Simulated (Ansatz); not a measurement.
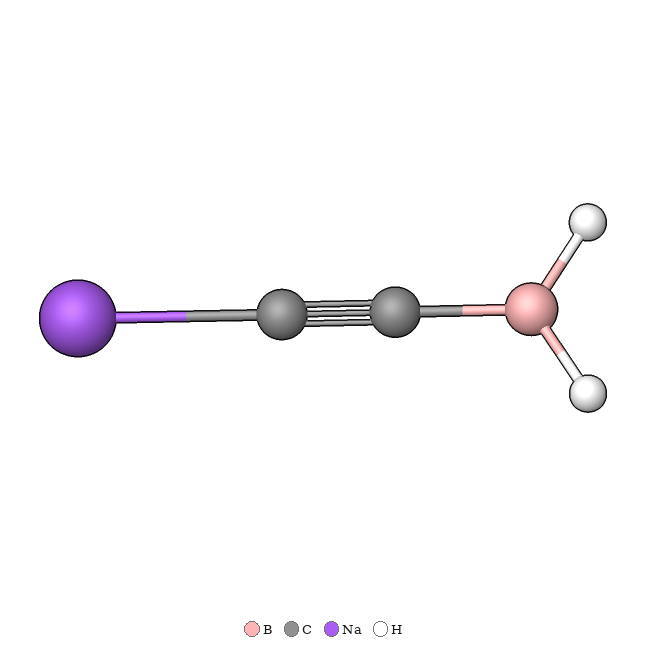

The computed structure is the end point of a PBE0-D4/def2-TZVP optimisation. No frequency run is at hand to confirm it as a minimum.

Give the structural formula.

SMILES: BC#[C][Na]

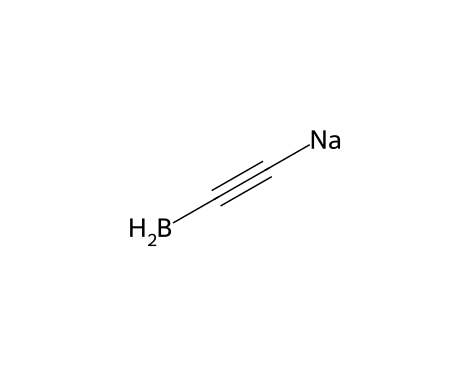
